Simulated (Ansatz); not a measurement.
# One shape, several levels: [BH2F2]− (SMILES F[BH2-]F)

Aim: a comparison of 6 runs (BLYP/STO-3G, UPBE/STO-3G, wB97X/STO-3G, CCSDT/STO-3G, CCSD/STO-3G, UCCSD(T)/STO-3G) of [BH2F2]−. 

The calculation is run with Ansatz 0.2.0.

2 further runs of the same task are left out: 1 that didn't finish, 1 set aside as unsound or not needed.

## (1) The system as given

[BH2F2]− has 5 atoms, charge -1, and is taken as a singlet. As SMILES, `F[BH2-]F`. The H4–B2 distance was set to 1.532 Å, away from the relaxed value.

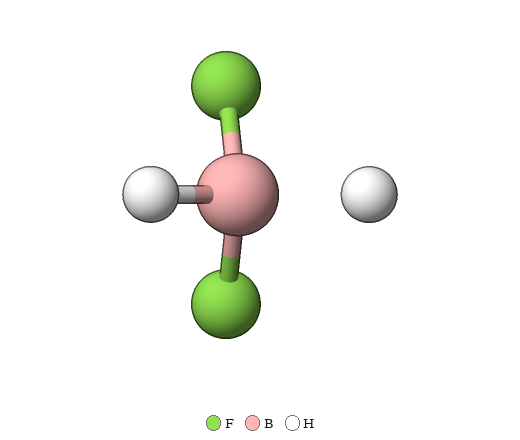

Viewed from a chosen angle; fluorine green, boron pink, hydrogen white.

## (2) A single-point energy at BLYP/STO-3G (run 1)

File job.yaml:

```yaml
crystal:
  periodic: [false, false, false]
  atoms:
    - {symbol: F, position_ang: [-1.125607, 0.768071, 0.648860]}
    - {symbol: B, position_ang: [0.084893, 0.157841, 0.209590]}
    - {symbol: F, position_ang: [0.458943, -0.803759, 1.192350]}
    - {symbol: H, position_ang: [-0.171950, -0.560090, -1.118950]}
    - {symbol: H, position_ang: [0.959173, 1.012221, 0.130870]}
basis:
  gaussian:
    orbitals: STO-3G
total_charge: -1
hamiltonian:
  xc: {name: BLYP}
accuracy: high
```

Command:

```sh
ansatz run job.yaml --threads 1 --pin off --max-ram 2610MiB --events-out events.jsonl --progress --plain --runs-dir runs
```

Log:

```text
Warning: RAYON_NUM_THREADS=1 ignored (pool sized by the plan → 1); use --threads N
Functional definition: BLYP
  name "BLYP"
  parameter beta = 0.0042
  parameter a = 0.04918
  parameter b = 0.132
  parameter c = 0.2533
  parameter d = 0.349
  exchange = b88_x(beta = beta)
  correlation = lyp_c(a = a, b = b, c = c, d = d)
297 factors; integrals over basis functions are off by at most 3.7e-8 eV
mean field evaluation 1: about -6048.6611 eV, gradient 2.4e1 eV
mean field evaluation 2: about -6048.9592 eV, gradient 2.1e1 eV
mean field evaluation 4: about -6051.1033 eV, gradient 7.1e-1 eV
mean field evaluation 8: about -6051.0383 eV, gradient 3.5e-4 eV
mean field evaluation 16: about -6051.0383 eV, gradient 7.6e-9 eV
mean field -6051.03827159 eV, -222.3715549399 hartree, gradient 7.6e-9 eV, S^2 0.000000; 0 other end points of the search recorded, 0 dependent functions left out
reference -6051.03830031 eV, -222.3715559952 hartree; 13, 13 occupied and 4, 4 virtual orbitals, 297 factors
Total energy: -6051.03830031 eV, -222.3715559952 hartree
```

It took 0.93 s on 1 thread of Arm Neoverse V1, shared host; peak memory 0.09 GiB.

## (3) The energy at UPBE/STO-3G (run 2)

File input.yaml:

```yaml
crystal:
  periodic: [false, false, false]
  atoms:
    - symbol: F
      position_ang: [-1.125607, 0.768071, 0.648860]
    - symbol: B
      position_ang: [0.084893, 0.157841, 0.209590]
    - symbol: F
      position_ang: [0.458943, -0.803759, 1.192350]
    - symbol: H
      position_ang: [-0.171950, -0.560090, -1.118950]
    - symbol: H
      position_ang: [0.959173, 1.012221, 0.130870]
basis:
  gaussian: {orbitals: STO-3G}
total_charge: -1
magnetization: {spin_polarized: true}
hamiltonian: {xc: pbe}
accuracy: high
```

Command:

```sh
ansatz run input.yaml --threads 1 --pin off --max-ram 2610MiB --events-out events.jsonl --progress --plain --runs-dir runs
```

Log:

```text
Warning: RAYON_NUM_THREADS=1 ignored (pool sized by the plan → 1); use --threads N
Functional definition: PBE
  name "PBE"
  parameter kappa = 0.804
  parameter beta = 0.06672455060314922
  exchange = pbe_x(kappa = kappa, mu = beta*pi^2/3)
  correlation = pbe_c(beta = beta)
297 factors; integrals over basis functions are off by at most 3.7e-8 eV
mean field evaluation 1: about -6044.4167 eV, gradient 1.7e1 eV
mean field evaluation 2: about -6044.7094 eV, gradient 1.5e1 eV
mean field evaluation 4: about -6046.8188 eV, gradient 5.0e-1 eV
mean field evaluation 8: about -6046.7544 eV, gradient 2.8e-4 eV
mean field evaluation 16: about -6046.7544 eV, gradient 5.3e-9 eV
mean field -6046.75436246 eV, -222.2141241832 hartree, gradient 5.3e-9 eV, S^2 0.000000; 0 other end points of the search recorded, 0 dependent functions left out
reference -6046.75436382 eV, -222.2141242330 hartree; 13, 13 occupied and 4, 4 virtual orbitals, 297 factors
Total energy: -6046.75436382 eV, -222.2141242330 hartree
```

It took 1.5 s on 1 thread of Arm Neoverse V1, shared host; peak memory 0.12 GiB.

Runs 3 to 5 aren't shown in full; the table further down has their settings and results.

## (4) A single-point energy at UCCSD(T)/STO-3G (run 6)

File input.yaml:

```yaml
crystal:
  periodic: [false, false, false]
  atoms:
    - {symbol: F, position_ang: [-1.125607, 0.768071, 0.648860]}
    - {symbol: B, position_ang: [0.084893, 0.157841, 0.209590]}
    - {symbol: F, position_ang: [0.458943, -0.803759, 1.192350]}
    - {symbol: H, position_ang: [-0.171950, -0.560090, -1.118950]}
    - {symbol: H, position_ang: [0.959173, 1.012221, 0.130870]}
basis:
  gaussian:
    orbitals: STO-3G
magnetization:
  spin_polarized: true
  initial_magnetization: 0
scf:
  omitted_lower_state_checks: [cluster_reference, increment]
total_charge: -1
accuracy: high
correlation:
  method: ccsd_t
  frozen_orbitals: {B: 1, F: 1, H: 0}
```

Command:

```sh
ansatz run input.yaml --threads 1 --pin off --max-ram 2610MiB --events-out events.jsonl --progress --plain --runs-dir runs
```

Log, shortened:

```text
Warning: RAYON_NUM_THREADS=1 ignored (pool sized by the plan → 1); use --threads N
Functional definition: HF
  name "HF"
[...]
297 factors; integrals over basis functions are off by at most 3.7e-8 eV
[...]
mean field -6027.90921473 eV, -221.5215777775 hartree, gradient 1.7e-8 eV, S^2 0.000000; 0 other end points of the search recorded, 0 dependent functions left out
3 core orbitals not correlated: weight in the atoms' cores, before any rotation towards them, 1.000 or more for the frozen orbitals, at most 0.000 for the correlated occupied ones
reference -6027.90921473 eV, -221.5215777775 hartree; 10, 10 occupied and 4, 4 virtual orbitals, 297 factors
second order -1.90971704 eV of doubles, -0.00000000 eV of singles
cycle   1  -2.27407807 eV  change   -3.6e-1 eV  update   6.1e-2
[...]
cycle  17  -2.50792934 eV  change    1.7e-9 eV  update   1.5e-9
perturbative correction -0.07225054 eV, -0.0026551584 hartree
Total energy: -6030.48939461 eV, -221.6163976392 hartree
Checks for a lower state left out: cluster_reference, increment
```

Wall time 0.22 s (1 thread of Arm Neoverse V1, shared host).

## (5) All runs side by side

```csv
run,level,frozen core orbitals,energy (Eh),wall time
1,BLYP/STO-3G,–,-222.371556,0.93 s
2,UPBE/STO-3G,–,-222.214124,1.5 s
3,wB97X/STO-3G,–,-222.432672,4.2 s
4,CCSDT/STO-3G,3,-221.616859,0.28 s
5,CCSD/STO-3G,3,-221.613742,0.14 s
6,UCCSD(T)/STO-3G,3,-221.616398,0.22 s
```

## (6) Results

| quantity | value |
| --- | --- |
| run 6: total energy | -221.61640 Eh |
| run 6: correlation energy (3 core orbitals frozen) | -94.8 mEh |
| run 6: (T) correction | -2.66 mEh |
| run 6: T1 diagnostic | 0.008 |

Totals of different functionals can't be ranked against each other. In runs 1, 2, 3, 4, 5, 6 the basis is minimal, so the values are rough. All runs together took 7.3 s, the longest 4.2 s.
